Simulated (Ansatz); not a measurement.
# C6H18FHfN3: small, medium and large basis sets

Aim: see how fast density functionals converge with the basis set for C6H18FHfN3.

Method: one geometry, several basis sets; program: Ansatz 0.2.0, Gaussian basis.

Plan: PBE0-D4/def2-SVP; ωB97M-V/def2-SVP; PBE0-D4/def2-QZVPP; ωB97M-V/def2-QZVPP; the functionals' def2-TZVPP values are taken from earlier runs.

## (1) The geometry

An earlier PBE0-D4 in a triple-zeta def2 set relaxation fixed the geometry. Hf takes the def2 core potential; no spin-orbit term is included.

SMILES `C[N](C)[Hf]([F])([N](C)C)[N](C)C`, 29 atoms, charge 0, spin multiplicity 1.

Atoms are counted from 1 here; the program's logs count them from 0.

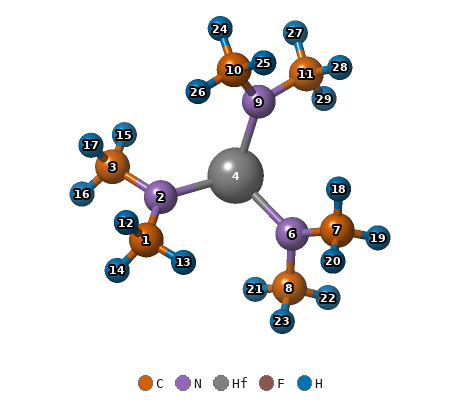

The structure; carbon orange, nitrogen purple, hafnium grey, fluorine brown, hydrogen blue; atoms are numbered from 1 in the order of the file.

## (2) PBE0-D4 in def2-SVP

Input file in.yaml:

```yaml
crystal:
  periodic: [false, false, false]
  atoms:
    - {symbol: C, position_ang: [0.328182, 1.010503, 2.593490]}
    - {symbol: N, position_ang: [0.233933, 1.436018, 1.221058]}
    - {symbol: C, position_ang: [0.729075, 2.779458, 1.025443]}
    - {symbol: Hf, position_ang: [-0.535428, 0.490761, -0.411940]}
    - {symbol: F, position_ang: [-1.783413, 1.633235, -1.372163]}
    - {symbol: N, position_ang: [-1.438452, -1.215979, 0.238936]}
    - {symbol: C, position_ang: [-1.048526, -2.594982, 0.097733]}
    - {symbol: C, position_ang: [-2.708586, -1.068586, 0.912215]}
    - {symbol: N, position_ang: [1.030763, -0.059571, -1.593521]}
    - {symbol: C, position_ang: [2.450309, 0.003777, -1.360416]}
    - {symbol: C, position_ang: [0.710428, -0.552120, -2.913810]}
    - {symbol: H, position_ang: [1.370578, 1.007536, 2.946106]}
    - {symbol: H, position_ang: [-0.065458, -0.001657, 2.708527]}
    - {symbol: H, position_ang: [-0.237430, 1.672832, 3.266370]}
    - {symbol: H, position_ang: [0.632722, 3.089059, -0.023253]}
    - {symbol: H, position_ang: [0.177588, 3.514985, 1.629103]}
    - {symbol: H, position_ang: [1.793636, 2.865327, 1.289396]}
    - {symbol: H, position_ang: [-0.093046, -2.671164, -0.425690]}
    - {symbol: H, position_ang: [-1.793015, -3.174082, -0.469535]}
    - {symbol: H, position_ang: [-0.935697, -3.086325, 1.075900]}
    - {symbol: H, position_ang: [-2.994184, -0.011870, 0.993711]}
    - {symbol: H, position_ang: [-3.521632, -1.580367, 0.376837]}
    - {symbol: H, position_ang: [-2.678693, -1.473316, 1.934792]}
    - {symbol: H, position_ang: [2.955229, 0.655959, -2.089183]}
    - {symbol: H, position_ang: [2.918431, -0.989071, -1.438380]}
    - {symbol: H, position_ang: [2.657346, 0.392347, -0.360988]}
    - {symbol: H, position_ang: [1.139364, 0.079347, -3.705538]}
    - {symbol: H, position_ang: [1.080958, -1.576283, -3.069278]}
    - {symbol: H, position_ang: [-0.374972, -0.575771, -3.075930]}
basis:
  gaussian: {orbitals: def2-SVP}
hamiltonian: {xc: pbe0, dispersion: d4}
output: {orbitals: {seedname: orbitals}}
```

On the command line:

```bash
$ ansatz run in.yaml --threads 11 --pin off --events-out ev --progress --plain --max-ram 166912MiB --backend cpu
```

The runs that follow: ωB97M-V in def2-SVP; PBE0-D4 in def2-QZVPP; ωB97M-V in def2-QZVPP.

Q: Predict the results of all the runs planned. Wanted: PBE0-D4: double and triple zeta above quadruple; ωB97M-V: double and triple zeta above quadruple.

The runs gave:

| quantity | value |
| --- | --- |
| PBE0-D4: double and triple zeta above quadruple | 16.53, 0.78 eV |
| ωB97M-V: double and triple zeta above quadruple | 17.25, 0.75 eV |

**Reading.** PBE0-D4 gains 15.74 eV from double to triple zeta, then 0.78 eV more. Total energies overstate the basis error of differences, where much of it tends to cancel. The LUMO of ωB97M-V is positive and keeps falling with the basis (1.83 to 0.92 eV): an unbound level that the basis holds in place.
